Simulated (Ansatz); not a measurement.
Consider AgI in the zinc blende structure (space group F-43m, No. 216; a = 6.450 Å).

One thing is altered: 0.101 electrons added to each cell, a density of 1.5×10^21 cm⁻³, with a uniform compensating background at fixed cell and a 300 K Fermi–Dirac width.

All numbers come from PBEsol, PAW, 420 eV (Ansatz, a quantum-chemistry and plane-wave program; spin-orbit coupling left out).

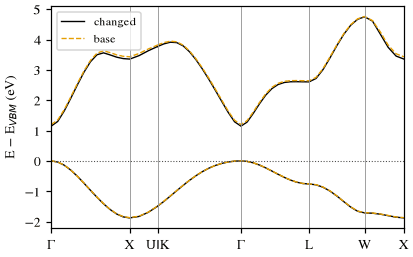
Figure: Highest valence and lowest conduction band along the path, each from its own valence-band maximum

Task: Read the changed gap and its character from the plot.

Result: About 1.1 eV, direct at Γ.

Carriers are added with a uniform compensating background; total energy and stress of such cells depend on the potential's zero and are not compared; many-body gap narrowing is missing at this level. With I present, leaving out spin-orbit coupling can change the band edges. No phonon test of stability was made.
